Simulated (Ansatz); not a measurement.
The figure comes from a scan of NaCl (rock salt): a phonon pattern at X = (0.5, 0.5, 0.0) is frozen into a 4-atom cell, Q being the largest atomic displacement. All values below come from r2SCAN (plane waves to 500 eV, PAW, scalar-relativistic; Ansatz, a program for electronic structure). k mesh 10×10×10 (Γ-centred), Fermi-Dirac smearing 0.05 eV. The energy includes the smearing's −TS. NaCl was relaxed with its symmetry unable to fall. The zero of ΔE is the undisplaced structure.

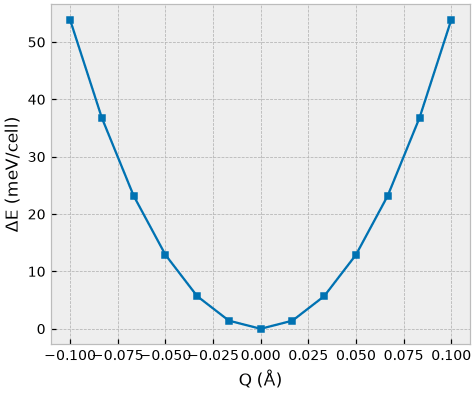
Figure: ΔE (meV/cell) against Q (Å); one marker a computed point.

Turn the plot into a table (rounded to what can be read).

To the nearest 1:

| Q (Å) | ΔE (meV/cell) |
|---|---|
| -0.100 | 54 |
| -0.083 | 37 |
| -0.067 | 23 |
| -0.050 | 13 |
| -0.033 | 6 |
| -0.017 | 1 |
| 0.000 | 0 |
| 0.017 | 1 |
| 0.033 | 6 |
| 0.050 | 13 |
| 0.067 | 23 |
| 0.083 | 37 |
| 0.100 | 54 |

(A displaced cell: forces are minus the slopes of the energy, force constants its curvatures, and phonons follow from these.)
